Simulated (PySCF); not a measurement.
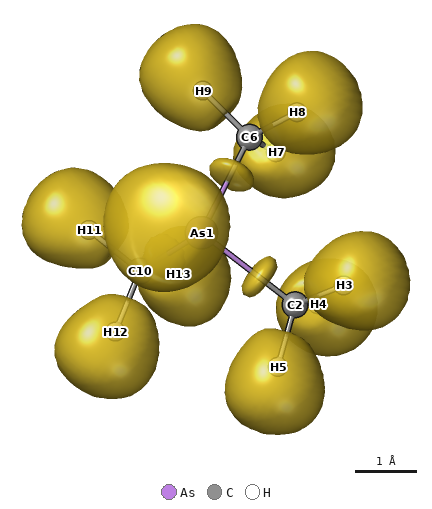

*C3H9As (AsMe3). Isosurface of the electron localisation function at 0.85 (yellow), seen at a tilt. Core shells and regions of very low density are left out.*

Geometry: PBE0-D3(BJ)/def2-SVP.

Method: PySCF 2.14.0, CAM-B3LYP/def2-SVPD, SCF density, gas phase.

The calculation's input:

```
{"job": {"kind": "uv", "xc": "CAM-B3LYP", "basis": "def2-SVPD", "ip": false, "nstates": 10}, "charge": 0, "multiplicity": 1}
As     0.018388    -0.007956     1.036677
C      1.703126    -0.018851     0.023346
H      2.293103     0.871455     0.286650
H      1.522037    -0.023683    -1.062354
H      2.289298    -0.908973     0.295511
C     -0.832460     1.474843     0.065347
H     -0.784381     1.325634    -1.024376
H     -0.326795     2.417562     0.321643
H     -1.886010     1.558039     0.370485
C     -0.861289    -1.469608     0.059810
H     -1.922846    -1.511911     0.345033
H     -0.395757    -2.427736     0.334073
H     -0.785774    -1.330935    -1.029647
```

Launched as:

```sh
OMP_NUM_THREADS=1 python probes_run.py task.json out
```

**Where are the electrons localised?**

The surface consists of three regions between bonded As–C atoms (shared pairs), nine regions around hydrogen nuclei and one lobe on As, pointing away from the bonds (lone pairs).

Values along the shortest contacts:
C–As (1.97 Å): the ELF peaks at about 0.95 between the atoms: a covalent bond. C–H (1.10 Å): the ELF climbs to about 1 towards the hydrogen, as it does in any bond to H (an ordinary covalent bond to hydrogen).
